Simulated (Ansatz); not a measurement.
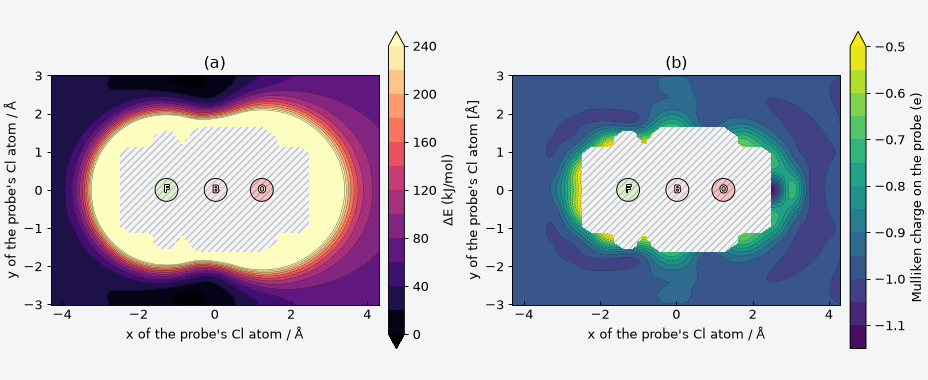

BFO (SMILES O=BF) with the probe Cl-. The probe is moved over the molecule's main plane. The first coordinate is: x of the probe's Cl atom; the second: y of the probe's Cl atom. Nothing is relaxed (molecule and probe rigid). Grid: 21 × 15 points; 129 points were computed and 119 follow by symmetry. At 67 points there is no value (left out of the scan, as a rule where atoms come close). Energies are in kJ/mol, from the lowest grid point. All numbers below come from RKS B3LYP-D4/def2-SVPD (Ansatz 0.2.0).

Panel (a) is the energy; panel (b) is the computed Mulliken charge on the probe, in e.

In the figure: filled contours, labelled circles for the molecule's atoms, projected on the plane, one colour for all values above the top of the scale, hatched blanks where no value was computed. Between grid points the surface is interpolated.

### How does the Mulliken charge on the probe vary over the map, and what is it at the lowest grid point?

Leaving out the highest fifth of the energies, it runs from −1.01 e at x of the probe's Cl atom = 3.44 Å, y of the probe's Cl atom = −1.29 Å [nearest 1 O at 2.55 Å] to −0.92 e at x of the probe's Cl atom = 0.00 Å, y of the probe's Cl atom = −2.15 Å [nearest 1 B at 2.15 Å]. At the lowest grid point, x of the probe's Cl atom = −0.43 Å, y of the probe's Cl atom = −3.01 Å [nearest 1 B at 3.04 Å and 1 F at 3.12 Å], it is −0.96 e. That point lies on the edge of the scan.
